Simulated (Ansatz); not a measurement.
# Resistivity from frozen vibrations: Mo(100) with 4 thermally displaced layers, 2x2, part 2 of 2

Aim: the resistivity of Mo at 300 K from frozen thermal displacements between perfect leads. The measured value for the pure metal at this temperature is 5.52 µΩ cm (CRC Handbook of Chemistry and Physics, 84th ed., 2003, Electrical Resistivity of Pure Metals).

Ansatz 0.2.0; Ansatz plane-wave DFT, PBE, PAW files; ballistic transport by layer matching (Landauer), zero bias; PAW set soft_1.

So far, open channels per spin nearest the Fermi level: step 2 (with 4 displaced layers) 6.78.

## Step 3: With 8 displaced layers

System of this step: Mo(100) with 8 thermally displaced layers, 2x2. The cell holds 72 atoms: 72 Mo. Cell: a = 6.294 Å, b = 6.294 Å, c = 28.323 Å, α = 90.0°, β = 90.0°, γ = 90.0°. It derives from Mo. Regions: lead, 40 atoms (40 Mo); scattering region, 32 atoms (32 Mo). The structure is stacked along c, and the current runs across the ab planes.

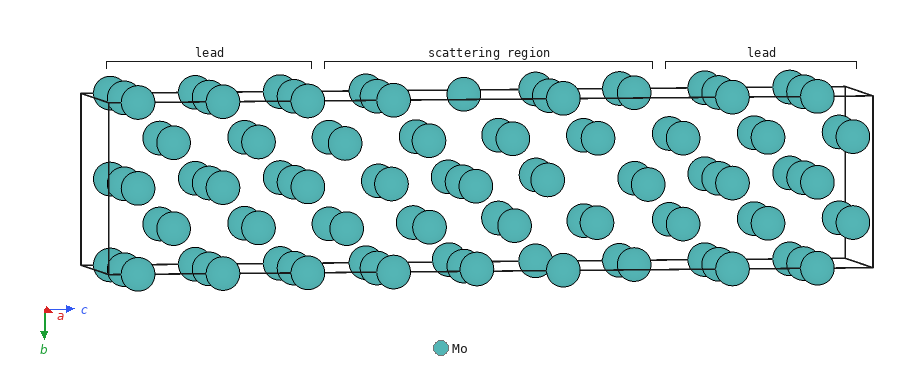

The cell of this step (molybdenum teal). Some periodic images of atoms are drawn too.

Contents of input.yaml:

```yaml
crystal:
  lattice:
    - [6.294, 0.0, 0.0]
    - [0.0, 6.294, 0.0]
    - [0.0, 0.0, 28.323]
  atoms:
    - { symbol: Mo, position: [0.0, 0.0, 0.0277777778] }
    - { symbol: Mo, position: [0.0, 0.5, 0.0277777778] }
    - { symbol: Mo, position: [0.5, 0.0, 0.0277777778] }
    - { symbol: Mo, position: [0.5, 0.5, 0.0277777778] }
    - { symbol: Mo, position: [0.25, 0.25, 0.0833333333] }
    - { symbol: Mo, position: [0.25, 0.75, 0.0833333333] }
    - { symbol: Mo, position: [0.75, 0.25, 0.0833333333] }
    - { symbol: Mo, position: [0.75, 0.75, 0.0833333333] }
    - { symbol: Mo, position: [0.0, 0.0, 0.1388888889] }
    - { symbol: Mo, position: [0.0, 0.5, 0.1388888889] }
    - { symbol: Mo, position: [0.5, 0.0, 0.1388888889] }
    - { symbol: Mo, position: [0.5, 0.5, 0.1388888889] }
    - { symbol: Mo, position: [0.25, 0.25, 0.1944444444] }
    - { symbol: Mo, position: [0.25, 0.75, 0.1944444444] }
    - { symbol: Mo, position: [0.75, 0.25, 0.1944444444] }
    - { symbol: Mo, position: [0.75, 0.75, 0.1944444444] }
    - { symbol: Mo, position: [0.0, 0.0, 0.25] }
    - { symbol: Mo, position: [0.0, 0.5, 0.25] }
    - { symbol: Mo, position: [0.5, 0.0, 0.25] }
    - { symbol: Mo, position: [0.5, 0.5, 0.25] }
    - { symbol: Mo, position: [0.2473028604, 0.254278259, 0.3049002348] }
    - { symbol: Mo, position: [0.2534055779, 0.7575993947, 0.3046174892] }
    - { symbol: Mo, position: [0.7595529784, 0.2625821585, 0.3074158603] }
    - { symbol: Mo, position: [0.7590418041, 0.7585090818, 0.3094424425] }
    - { symbol: Mo, position: [0.0014419318, 1.61686e-05, 0.3621508846] }
    - { symbol: Mo, position: [0.9929541106, 0.4879502636, 0.3595905053] }
    - { symbol: Mo, position: [0.5028904078, 0.003670006, 0.3584623867] }
    - { symbol: Mo, position: [0.4853878569, 0.4975473296, 0.3607868965] }
    - { symbol: Mo, position: [0.2496182939, 0.2552085124, 0.4187852104] }
    - { symbol: Mo, position: [0.2517913229, 0.7547532833, 0.414778509] }
    - { symbol: Mo, position: [0.7408740577, 0.2518327661, 0.417812564] }
    - { symbol: Mo, position: [0.7556342861, 0.7545985653, 0.4180186036] }
    - { symbol: Mo, position: [0.0062827455, 0.9864063304, 0.4709565004] }
    - { symbol: Mo, position: [0.0035311853, 0.5046290545, 0.4696153336] }
    - { symbol: Mo, position: [0.5091007544, 0.996595488, 0.4718215156] }
    - { symbol: Mo, position: [0.5021243187, 0.5058157623, 0.4697514894] }
    - { symbol: Mo, position: [0.2576798635, 0.2505996522, 0.5264488742] }
    - { symbol: Mo, position: [0.2478643971, 0.7330419972, 0.5266612657] }
    - { symbol: Mo, position: [0.7514112774, 0.2444990992, 0.5272122746] }
    - { symbol: Mo, position: [0.7488613995, 0.7503753449, 0.5295373833] }
    - { symbol: Mo, position: [0.9998068555, 0.9979831368, 0.5842619724] }
    - { symbol: Mo, position: [0.0161106506, 0.4973409214, 0.5842175305] }
    - { symbol: Mo, position: [0.4877630742, 0.010438507, 0.5844701285] }
    - { symbol: Mo, position: [0.5103400238, 0.4995418033, 0.5815354908] }
    - { symbol: Mo, position: [0.2568744644, 0.2558460056, 0.6373940901] }
    - { symbol: Mo, position: [0.2385727882, 0.7534844222, 0.6385934044] }
    - { symbol: Mo, position: [0.7702655043, 0.2452346005, 0.6379776331] }
    - { symbol: Mo, position: [0.7491406772, 0.7370822811, 0.6373560785] }
    - { symbol: Mo, position: [0.0127571681, 0.9989807578, 0.6933955659] }
    - { symbol: Mo, position: [0.9901324589, 0.5045034595, 0.6955793676] }
    - { symbol: Mo, position: [0.5019896045, 0.9969805285, 0.6949712003] }
    - { symbol: Mo, position: [0.5029604158, 0.494717613, 0.6955173627] }
    - { symbol: Mo, position: [0.25, 0.25, 0.75] }
    - { symbol: Mo, position: [0.25, 0.75, 0.75] }
    - { symbol: Mo, position: [0.75, 0.25, 0.75] }
    - { symbol: Mo, position: [0.75, 0.75, 0.75] }
    - { symbol: Mo, position: [0.0, 0.0, 0.8055555556] }
    - { symbol: Mo, position: [0.0, 0.5, 0.8055555556] }
    - { symbol: Mo, position: [0.5, 0.0, 0.8055555556] }
    - { symbol: Mo, position: [0.5, 0.5, 0.8055555556] }
    - { symbol: Mo, position: [0.25, 0.25, 0.8611111111] }
    - { symbol: Mo, position: [0.25, 0.75, 0.8611111111] }
    - { symbol: Mo, position: [0.75, 0.25, 0.8611111111] }
    - { symbol: Mo, position: [0.75, 0.75, 0.8611111111] }
    - { symbol: Mo, position: [0.0, 0.0, 0.9166666667] }
    - { symbol: Mo, position: [0.0, 0.5, 0.9166666667] }
    - { symbol: Mo, position: [0.5, 0.0, 0.9166666667] }
    - { symbol: Mo, position: [0.5, 0.5, 0.9166666667] }
    - { symbol: Mo, position: [0.25, 0.25, 0.9722222222] }
    - { symbol: Mo, position: [0.25, 0.75, 0.9722222222] }
    - { symbol: Mo, position: [0.75, 0.25, 0.9722222222] }
    - { symbol: Mo, position: [0.75, 0.75, 0.9722222222] }
kpoints:
  mp_grid: { grid: [4, 4, 1] }
hamiltonian:
  xc: pbe
  pseudopotentials: { kind: paw, azcp: { folder: soft_1 } }
scf:
  occupations: { method: fermi_dirac, width: 0.1 }
output:
  transmission: { leads: [[0, 4]], kmesh: [8, 8], e_range: [-0.05, 0.05], de: 0.05 }
  write_potential: true
  write_density: true
  volumetric_format: npy
```

Started as:

```console
$ ansatz run input.yaml --threads 8 --pin off --max-ram 15360MiB --backend cpu --events-out ev --progress --plain --runs-dir out
```

Numbers of over 12 decimals in the logs are rounded to 6 here.

Output:

```text
[...]
Crystal: 72 atoms, lattice volume = 1122.000 Å³
Basis set: ecut = 420 eV, 21955 PW (Γ)
Bands: 605, of which v1, the nominal top of the filled ones, is band 504 counted from 1 (503 counted from 0)
Symmetry: 1 space group operations
[...]
k-points: 10 of 16 (time reversal used)
[...]
SCF iter   1: F=—  HF=-356879.307135 eV  |F-HF|=—  |Δ(HF+E_count)|=         —  Δρ=1.06e-1  dr2=1.27e2  ethr=3.10e-3  ⟨swp⟩=4.4  Hψ=21845  notcnv=0
[...]
SCF iter   8: F=-356835.177864 eV  HF=-356835.177864 eV  |F-HF|=2.72e-8  |Δ(HF+E_count)|=   6.98e-9  Δρ=8.73e-7  dr2=3.19e-8  ethr=9.92e-12  ⟨swp⟩=6.9  Hψ=13794  notcnv=0
SCF 1 converged in 8 iterations: F = -356835.177864 eV  dr2 = 3.19e-8
[...]
transmission: 198 of 1938 steps passed
transmission: 396 of 1938 steps passed
[...]
transmission: 1938 of 1938 steps passed
SCF converged after 8 iterations
Free energy (F): -356835.177864 eV
[...]
Internal energy: -356833.523622 eV  (E = F + TS)
E sigma→0 (E₀):  -356834.350743 eV
Entropy (-TS):   -1.654242 eV (-22.976 meV/atom)
Fermi energy:    21.106168 eV
[...]
--- Band table (eV; the first three rows and the last of 10) ---
  k-point 0: bands = [... 500 lower, 20.9413, 20.9620, 20.9687, 20.9890, 21.0158, 21.0280, 21.0550, 21.0705, ... 97 higher]
  k-point 1: bands = [... 500 lower, 21.0487, 21.0685, 21.0918, 21.1027, 21.1211, 21.1381, 21.1548, 21.1638, ... 97 higher]
  k-point 2: bands = [... 500 lower, 20.9968, 21.0248, 21.0343, 21.0470, 21.1711, 21.1808, 21.2900, 21.3111, ... 97 higher]
  k-point 9: bands = [... 500 lower, 20.3635, 20.3702, 20.4086, 20.4110, 21.4208, 21.4222, 21.4390, 21.4696, ... 97 higher]
--- Transmission ---
  basis      : 349 plane waves across, 57 finite elements along
  points     : 34, standing for a mesh of 8 x 8
[...]
channels       : 6.593750e0 a spin
[...]
slowest decay  : 0.0403 /Å at (0.5000, 0.3750)
  junction   : crystal 0 to crystal 0, 0.70 to 27.45 Å
    transmission   : 5.655612e0 a spin
[...]
```

Elapsed: 9.5 min, on 8 threads of Intel Xeon at 2.70GHz, shared host; peak memory 8.1 GiB; 53 min of CPU time.

This step gave:

```
free energy                                    : -356835.1779 eV
energy at zero smearing                        : -356834.3507 eV
Fermi energy                                   : 21.11 eV
transmission per spin nearest the Fermi level  : 5.656
open channels per spin nearest the Fermi level : 6.594
step of the lead's potential                   : 3.4 meV
```

Per spin. Table of transmission, zone mean by energy, zero at the Fermi level:

```
energy (eV)  transmission, zone mean
    -0.0500                     5.67
     0.0000                     5.66
     0.0500                     5.63
```

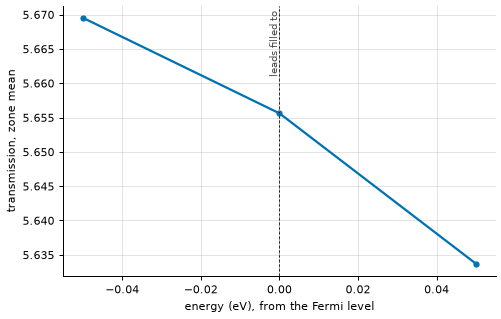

Transmission, zone mean against energy.

Over the solved energies the transmission per spin lies between 5.63 and 5.67, out of 6.59 channels of the lead on average (up to 6.66).

## Step 4: With 12 displaced layers

System of this step: Mo(100) with 12 thermally displaced layers, 2x2. The cell holds 88 atoms: 88 Mo. Its edges and angles: a = 6.294 Å, b = 6.294 Å, c = 34.617 Å, α = 90.0°, β = 90.0°, γ = 90.0°. It derives from Mo. Regions: lead, 40 atoms (40 Mo); scattering region, 48 atoms (48 Mo). The structure is stacked along c, and the current runs across the ab planes.

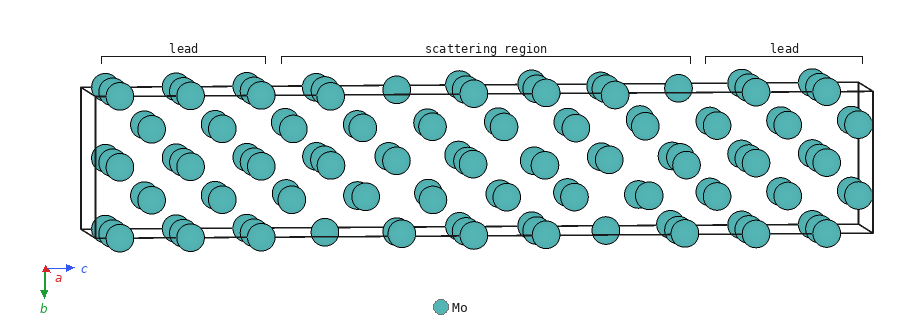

The cell of this step (molybdenum teal). Some periodic images of atoms are drawn too.

Contents of input.yaml:

```yaml
crystal:
  lattice:
    - [6.294, 0.0, 0.0]
    - [0.0, 6.294, 0.0]
    - [0.0, 0.0, 34.617]
  atoms:
    - { symbol: Mo, position: [0.0, 0.0, 0.0227272727] }
    - { symbol: Mo, position: [0.0, 0.5, 0.0227272727] }
    - { symbol: Mo, position: [0.5, 0.0, 0.0227272727] }
    - { symbol: Mo, position: [0.5, 0.5, 0.0227272727] }
    - { symbol: Mo, position: [0.25, 0.25, 0.0681818182] }
    - { symbol: Mo, position: [0.25, 0.75, 0.0681818182] }
    - { symbol: Mo, position: [0.75, 0.25, 0.0681818182] }
    - { symbol: Mo, position: [0.75, 0.75, 0.0681818182] }
    - { symbol: Mo, position: [0.0, 0.0, 0.1136363636] }
    - { symbol: Mo, position: [0.0, 0.5, 0.1136363636] }
    - { symbol: Mo, position: [0.5, 0.0, 0.1136363636] }
    - { symbol: Mo, position: [0.5, 0.5, 0.1136363636] }
    - { symbol: Mo, position: [0.25, 0.25, 0.1590909091] }
    - { symbol: Mo, position: [0.25, 0.75, 0.1590909091] }
    - { symbol: Mo, position: [0.75, 0.25, 0.1590909091] }
    - { symbol: Mo, position: [0.75, 0.75, 0.1590909091] }
    - { symbol: Mo, position: [0.0, 0.0, 0.2045454545] }
    - { symbol: Mo, position: [0.0, 0.5, 0.2045454545] }
    - { symbol: Mo, position: [0.5, 0.0, 0.2045454545] }
    - { symbol: Mo, position: [0.5, 0.5, 0.2045454545] }
    - { symbol: Mo, position: [0.233588806, 0.2399995801, 0.2495713042] }
    - { symbol: Mo, position: [0.2491582507, 0.7409674081, 0.2504636846] }
    - { symbol: Mo, position: [0.7581895191, 0.2534992971, 0.2503167137] }
    - { symbol: Mo, position: [0.7564255736, 0.7531377507, 0.2483885901] }
    - { symbol: Mo, position: [0.9984284879, 0.0100182794, 0.2938500451] }
    - { symbol: Mo, position: [0.0004833068, 0.4969811293, 0.2941878405] }
    - { symbol: Mo, position: [0.4921524401, 0.0007837347, 0.2958993677] }
    - { symbol: Mo, position: [0.5023974061, 0.4887814115, 0.2950472568] }
    - { symbol: Mo, position: [0.2526821336, 0.2573454507, 0.3418577092] }
    - { symbol: Mo, position: [0.2564518101, 0.7585117219, 0.3420712886] }
    - { symbol: Mo, position: [0.7436755517, 0.2504502876, 0.3399031606] }
    - { symbol: Mo, position: [0.7315242276, 0.7369594542, 0.3438556521] }
    - { symbol: Mo, position: [0.9913318846, 0.9826054851, 0.385538666] }
    - { symbol: Mo, position: [0.0117946102, 0.4996512125, 0.3869392655] }
    - { symbol: Mo, position: [0.4979028468, 0.999354299, 0.388150329] }
    - { symbol: Mo, position: [0.5061754028, 0.4993308498, 0.3876213268] }
    - { symbol: Mo, position: [0.2583358461, 0.248299683, 0.4321990117] }
    - { symbol: Mo, position: [0.2519715289, 0.7448152758, 0.4334415752] }
    - { symbol: Mo, position: [0.7487039927, 0.2451940807, 0.4294543581] }
    - { symbol: Mo, position: [0.7401828558, 0.7618344229, 0.4302100451] }
    - { symbol: Mo, position: [0.0033325385, 0.9971516355, 0.4779939897] }
    - { symbol: Mo, position: [0.0046726956, 0.4939774869, 0.476861032] }
    - { symbol: Mo, position: [0.5007708172, 0.0008886755, 0.4772325122] }
    - { symbol: Mo, position: [0.4975696343, 0.5048830336, 0.4791305892] }
    - { symbol: Mo, position: [0.2541933041, 0.2442579064, 0.5232857852] }
    - { symbol: Mo, position: [0.2504740535, 0.7535813719, 0.525329549] }
    - { symbol: Mo, position: [0.7483401238, 0.2499107663, 0.5214766243] }
    - { symbol: Mo, position: [0.747758301, 0.7455844614, 0.5249839437] }
    - { symbol: Mo, position: [0.0023582714, 0.99556299, 0.5709034652] }
    - { symbol: Mo, position: [0.9896961229, 0.5066817733, 0.5696152995] }
    - { symbol: Mo, position: [0.5044527448, 0.9979739492, 0.5679992978] }
    - { symbol: Mo, position: [0.497335439, 0.5060984611, 0.5648967149] }
    - { symbol: Mo, position: [0.2460337196, 0.2511788019, 0.6128165905] }
    - { symbol: Mo, position: [0.2358989049, 0.7481161044, 0.6125711496] }
    - { symbol: Mo, position: [0.7562085731, 0.2608412303, 0.6137342291] }
    - { symbol: Mo, position: [0.734994808, 0.748477923, 0.6123328191] }
    - { symbol: Mo, position: [0.0052911604, 0.0131225366, 0.6595386614] }
    - { symbol: Mo, position: [0.0157897152, 0.5117501092, 0.6600734112] }
    - { symbol: Mo, position: [0.4933260887, 0.0016205784, 0.6572018922] }
    - { symbol: Mo, position: [0.5089291821, 0.5018521175, 0.6612051622] }
    - { symbol: Mo, position: [0.2532602177, 0.2360021889, 0.7056565241] }
    - { symbol: Mo, position: [0.2583359797, 0.7640361107, 0.7033806006] }
    - { symbol: Mo, position: [0.7439823533, 0.2516440128, 0.7032639163] }
    - { symbol: Mo, position: [0.7404440644, 0.7426096439, 0.7083958594] }
    - { symbol: Mo, position: [0.9961255103, 0.9930873095, 0.749531979] }
    - { symbol: Mo, position: [0.0008733302, 0.5108405006, 0.751481207] }
    - { symbol: Mo, position: [0.5069215327, 0.0011417288, 0.7503654429] }
    - { symbol: Mo, position: [0.4958401041, 0.4891056512, 0.7530176974] }
    - { symbol: Mo, position: [0.25, 0.25, 0.7954545455] }
    - { symbol: Mo, position: [0.25, 0.75, 0.7954545455] }
    - { symbol: Mo, position: [0.75, 0.25, 0.7954545455] }
    - { symbol: Mo, position: [0.75, 0.75, 0.7954545455] }
    - { symbol: Mo, position: [0.0, 0.0, 0.8409090909] }
    - { symbol: Mo, position: [0.0, 0.5, 0.8409090909] }
    - { symbol: Mo, position: [0.5, 0.0, 0.8409090909] }
    - { symbol: Mo, position: [0.5, 0.5, 0.8409090909] }
    - { symbol: Mo, position: [0.25, 0.25, 0.8863636364] }
    - { symbol: Mo, position: [0.25, 0.75, 0.8863636364] }
    - { symbol: Mo, position: [0.75, 0.25, 0.8863636364] }
    - { symbol: Mo, position: [0.75, 0.75, 0.8863636364] }
    - { symbol: Mo, position: [0.0, 0.0, 0.9318181818] }
    - { symbol: Mo, position: [0.0, 0.5, 0.9318181818] }
    - { symbol: Mo, position: [0.5, 0.0, 0.9318181818] }
    - { symbol: Mo, position: [0.5, 0.5, 0.9318181818] }
    - { symbol: Mo, position: [0.25, 0.25, 0.9772727273] }
    - { symbol: Mo, position: [0.25, 0.75, 0.9772727273] }
    - { symbol: Mo, position: [0.75, 0.25, 0.9772727273] }
    - { symbol: Mo, position: [0.75, 0.75, 0.9772727273] }
kpoints:
  mp_grid: { grid: [4, 4, 1] }
hamiltonian:
  xc: pbe
  pseudopotentials: { kind: paw, azcp: { folder: soft_1 } }
scf:
  occupations: { method: fermi_dirac, width: 0.1 }
output:
  transmission: { leads: [[0, 4]], kmesh: [8, 8], e_range: [-0.05, 0.05], de: 0.05 }
  write_potential: true
  write_density: true
  volumetric_format: npy
```

Output:

```text
[...]
Crystal: 88 atoms, lattice volume = 1371.333 Å³
Basis set: ecut = 420 eV, 26839 PW (Γ)
Bands: 740, of which v1, the nominal top of the filled ones, is band 616 counted from 1 (615 counted from 0)
Symmetry: 1 space group operations
[...]
k-points: 10 of 16 (time reversal used)
[...]
SCF iter   1: F=—  HF=-436184.716033 eV  |F-HF|=—  |Δ(HF+E_count)|=         —  Δρ=1.06e-1  dr2=1.55e2  ethr=3.10e-3  ⟨swp⟩=4.4  Hψ=26252  notcnv=0
[...]
SCF iter   8: F=-436130.722316 eV  HF=-436130.722316 eV  |F-HF|=4.14e-8  |Δ(HF+E_count)|=   3.22e-8  Δρ=1.00e-6  dr2=4.94e-8  ethr=8.12e-12  ⟨swp⟩=7.4  Hψ=19299  notcnv=0
SCF 1 converged in 8 iterations: F = -436130.722316 eV  dr2 = 4.94e-8
[...]
transmission: 230 of 2278 steps passed
transmission: 456 of 2278 steps passed
[...]
transmission: 2278 of 2278 steps passed
SCF converged after 8 iterations
Free energy (F): -436130.722316 eV
[...]
Internal energy: -436128.549954 eV  (E = F + TS)
E sigma→0 (E₀):  -436129.636135 eV
Entropy (-TS):   -2.172362 eV (-24.686 meV/atom)
Fermi energy:    21.129932 eV
[...]
--- Band table (eV; the first three rows and the last of 10) ---
  k-point 0: bands = [... 612 lower, 21.1156, 21.1295, 21.1378, 21.1447, 21.1522, 21.1689, 21.3172, 21.3187, ... 120 higher]
  k-point 1: bands = [... 612 lower, 21.0823, 21.0940, 21.0977, 21.1130, 21.1158, 21.1344, 21.1560, 21.1658, ... 120 higher]
  k-point 2: bands = [... 612 lower, 21.0272, 21.0805, 21.0836, 21.1081, 21.1810, 21.2086, 21.2643, 21.3267, ... 120 higher]
  k-point 9: bands = [... 612 lower, 20.3583, 20.3696, 20.4020, 20.4168, 21.4096, 21.4331, 21.4572, 21.4616, ... 120 higher]
--- Transmission ---
  basis      : 349 plane waves across, 67 finite elements along
  points     : 34, standing for a mesh of 8 x 8
[...]
channels       : 6.593750e0 a spin
[...]
slowest decay  : 0.0448 /Å at (0.3750, 0.5000)
  junction   : crystal 0 to crystal 0, 0.70 to 33.74 Å
    transmission   : 5.025192e0 a spin
[...]
```

Elapsed: 13 min, on 8 threads; peak memory 8.3 GiB.

Numbers from this step:

| Item | Value |
| --- | --- |
| free energy | -436130.7223 eV |
| energy at zero smearing | -436129.6361 eV |
| Fermi energy | 21.13 eV |
| transmission per spin nearest the Fermi level | 5.025 |
| step of the lead's potential | 3.7 meV |

Per spin. Transmission, zone mean against energy, zero at the Fermi level:

```
energy (eV)  transmission, zone mean
    -0.0500                     4.97
     0.0000                     5.03
     0.0500                     5.14
```

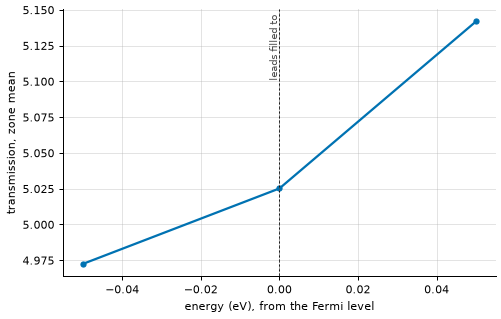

Transmission, zone mean, plotted against energy.

Over the solved energies the transmission per spin lies between 4.97 and 5.14, out of 6.64 channels of the lead on average (up to 6.78).

## Step 5: Resistance against length

This step: Ansatz plane-wave DFT, PBE, PAW files; ballistic transport by layer matching (Landauer), zero bias; resistivity from the slope of the area resistance; PAW set soft_1 (Ansatz 0.2.0).

This step gave:

```
resistivity           : 14.98 µΩ cm
intercept             : -0.04672 fΩ m²
scatter about the fit : 0.009077 fΩ m²
```

Resistance, by row:

```
run  length (Å)      T  channels N  RA (fΩ m²)
 n4       6.294  6.292        6.74       0.054
 n8       12.59  5.653       6.594       0.129
n12       18.88  5.046       6.635      0.2426
```

Table of area resistance by length of the displaced region:

```
length of the displaced region (Å)  area resistance (fΩ m²)
                              6.29                   0.0540
                             12.59                    0.129
                             18.88                    0.243
```

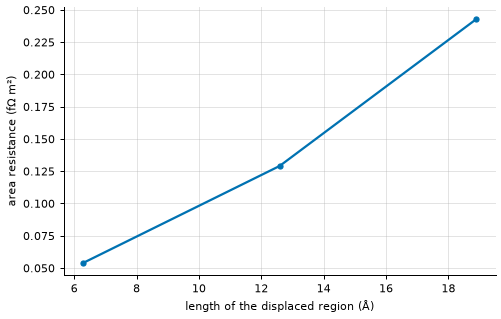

Area resistance, plotted against length of the displaced region.

The area resistance goes from 0.054 to 0.24 fΩ m² between 6.3 and 18.9 Å, a slope of 15 µΩ cm.

By hand from the end points: (0.2426 − 0.05400) fΩ m² / (18.88 − 6.29) Å = 15 µΩ cm, since 1 fΩ m² per Å is 1000 µΩ cm.

## Step 6: What came out

```yaml
resistivity_from_the_slope: 15.0 µΩ cm
area_resistance_over_6p29_a: 0.0540 fΩ m²
area_resistance_over_12p6_a: 0.129 fΩ m²
area_resistance_over_18p9_a: 0.243 fΩ m²
```

In words: The slope gives 15 µΩ cm. The points scatter by 0.0091 fΩ m² about the line, with one random draw a length in a 2x2 cell, so the slope is a rough value. The mean square of the displacements drawn is 0.78, 0.91 and 1.0 of the nominal one at the three lengths; with each resistance scaled back by that, the slope is 13 µΩ cm, the value used below. The lead's own channel count moves between the runs (6.74, 6.59 and 6.64), which shifts RA and the slope too. Read with a model of isotropic scattering on a spherical Fermi surface and the lead's 1.3×10¹⁵ S/m², this slope means a mean free path near 47 Å; over these lengths the model's slope is 1.10 times its bulk resistivity, which would be 12 µΩ cm. Uncorrelated displacements put too much weight on short waves, which scatter strongly; with the sideways repeat of a small cell, one draw and three short lengths, the method is good to a factor of two or three. The measured value is 5.52 µΩ cm (CRC Handbook of Chemistry and Physics, 84th ed., 2003, Electrical Resistivity of Pure Metals); the scaled slope is 2.4 times that and the corrected value 2.2: clearly high.

[Logs are printed without paths, hosts, clocks, repeated set-up lines and the standing remarks that a program may print on its own settings, such as how far it seeks lower states.]

[Hosts, paths, dates, database ids (printed as entryN), source tags and the programs' standing remarks are cut or masked in the printed files.]
